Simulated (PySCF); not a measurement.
## Electronic structure of Cl₂H₅NSi₂ in real space

Input file:

```
{"job": {"kind": "nmr", "xc": "PBE0", "basis": "pcSseg-2"}, "charge": 0, "multiplicity": 1}
Si    -1.668846    -0.259315    -0.036584
N     -0.017301    -0.675541    -0.182743
Si     1.362947     0.399763    -0.359653
Cl    -1.841878     1.655471    -0.773957
Cl    -2.322160    -0.245070     1.921678
H     -2.563601    -1.178520    -0.774343
H      0.208780    -1.658689    -0.054396
H      1.427827     1.007610    -1.720314
H      1.329911     1.494545     0.652511
H      2.570919    -0.449651    -0.143382
```

Launched as:

```sh
OMP_NUM_THREADS=1 python cluster_run.py task.json out
```

Geometry: PBE0-D3(BJ)/def2-SVP.

The calculation used PBE0/pcSseg-2, SCF density, gas phase, non-relativistic in PySCF 2.14.0.

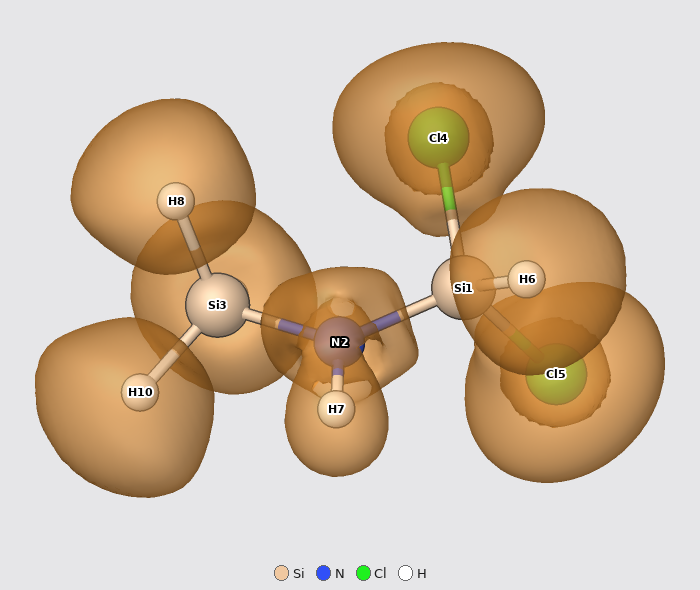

Figure 1. Isosurface of the ELF at 0.75 (orange), seen at an oblique angle. Core shells and regions of very low density are left out.

Question: What do the ELF domains correspond to?

Answer: The surface consists of four regions around hydrogen nuclei, two regions on Cl in which the atom's valence shell and bonds are merged and one joined region spread over several atoms (H, N), in which their bonds and any lone pairs are merged. Profiles from the grid: Si–N (1.71 Å): the ELF peaks at about 0.90 between the atoms (a shared but strongly polarised pair). Si–Cl (2.06 Å): the ELF peaks at about 0.85 between the atoms; a polar covalent bond.

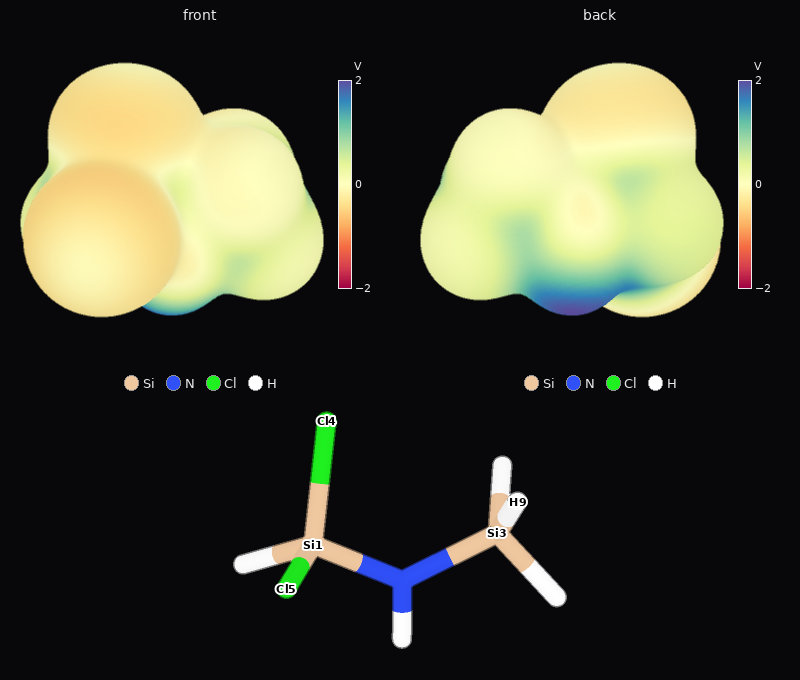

Figure 2. The molecular electrostatic potential painted on the density surface at 0.001 e/bohr³, seen from the front and from behind; red is negative and blue positive. The bare structure is drawn below in the same view.

Question: Describe the electrostatic potential map.

Answer: The most negative region (about −0.5 V) lies over Cl4 and Cl5, the most positive (about +1.9 V) over H7.

Question: How polar is the molecule by this calculation?

Answer: Its dipole moment is 2.26 D.

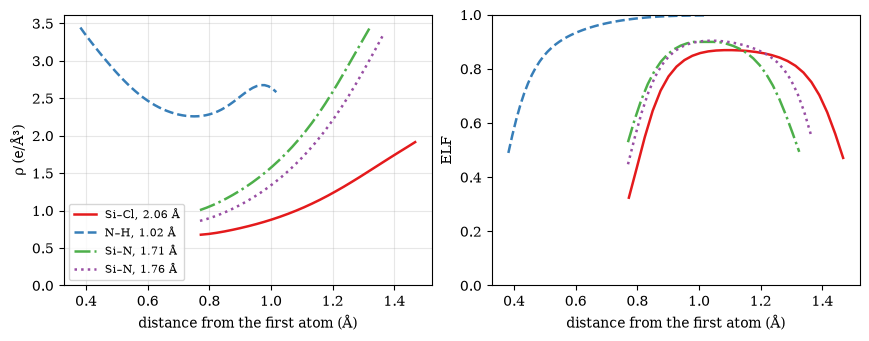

Figure 3. Electron density and electron localisation function along straight lines between neighbouring atoms. The curves leave out the atomic cores.

Question: What can be read from the curves?

Answer: Si–Cl (2.06 Å): ρ at the midpoint is about 0.92 e/Å³; the ELF peaks at about 0.85 between the atoms, as expected for a shared but strongly polarised pair.
N–H (1.02 Å): ρ is about 2.8 e/Å³ halfway; the ELF climbs to about 1 towards the hydrogen, as it does in any bond to H: a covalent bond by its length.
Si–N (1.71 Å): ρ at the midpoint is about 1.2 e/Å³; the ELF peaks at about 0.90 between the atoms, as expected for a shared but strongly polarised pair.
Si–N (1.76 Å): ρ is about 1 e/Å³ halfway; the ELF peaks at about 0.90 between the atoms (a shared but strongly polarised pair).
